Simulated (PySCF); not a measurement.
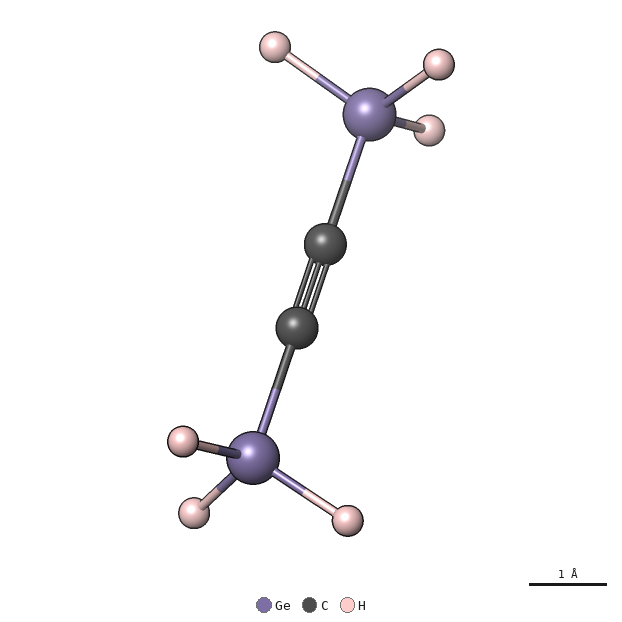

The geometry was computed by an optimisation with PBE0-D3(BJ)/def2-SVP. No frequency run is at hand to confirm it as a minimum.

**Which formula does it have?**

C₂H₆Ge₂, 10 atoms: 2 carbon, 6 hydrogen and 2 germanium.

**Count the bonded pairs by element.**

6 Ge–H, 2 C–Ge, 1 C–C.
